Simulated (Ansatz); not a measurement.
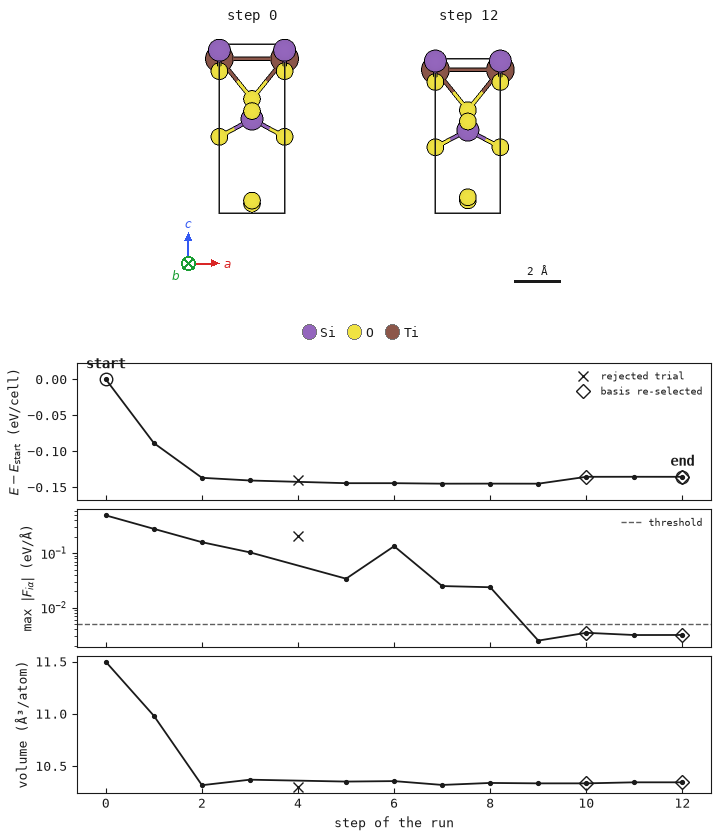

First and last geometry of a relaxation of crystalline TiSi3O8 (built on the tetragonal host type), with the history of the run. Style: ball-and-stick. Shown: the cell of the calculation, along the b axis.

All numbers below come from DFT, r2SCAN, plane waves, PAW in Ansatz. Set-up: plane-wave cutoff 500 eV; k-point mesh 8 × 4 × 4; occupations fermi dirac; smearing width 0.02 eV; no spin polarisation; cell and atoms relaxed; force threshold 0.005 eV/Å.

What do the curves and the structures tell?

Answer. It converged. Over 9 accepted moves (12 points after the start) the energy falls by 0.135 eV per cell of the calculation. Largest force component: 0.5 eV/Å at the start, 0.0031 eV/Å at the end. The pressure goes from −5.71 to −0.02 GPa. The line search rejected the trial step at point 4 of the run. At 2 points the geometry stayed and the basis and grid were re-selected for the new cell (energy shift of 9.5 meV per cell of the calculation at most each time). An O atom moves most relative to the cell: 0.20 Å along +c. Largest moves by element: O 0.20 Å, Si 0.14 Å, Ti 0.09 Å. The drawn cell changes as follows: a 2.896 → 2.886 Å (−0.4 %), b 6.340 → 6.262 Å (−1.2 %), c 7.515 → 6.869 Å (−8.6 %); the volume changes by −10.0 %. Among the contacts that change: O–Ti 1.899 → 1.878 Å, O–Si 1.811 → 1.791 Å, O–Si 1.644 → 1.625 Å, O–Si 1.658 → 1.642 Å. Among the angles between lasting bonds that change: Si–O–Si 154.6° → 152.6°. The space group stays Pmm2 (No. 25). The run took 23 s on 1 × NVIDIA H100 80GB HBM3 with 2 threads of AMD EPYC 7R13 Processor (Zen 3), with other jobs on the host, peak memory 1.3 GiB.

Limits of the set-up: layers or molecules are held without a dispersion correction, so their spacing is unreliable.
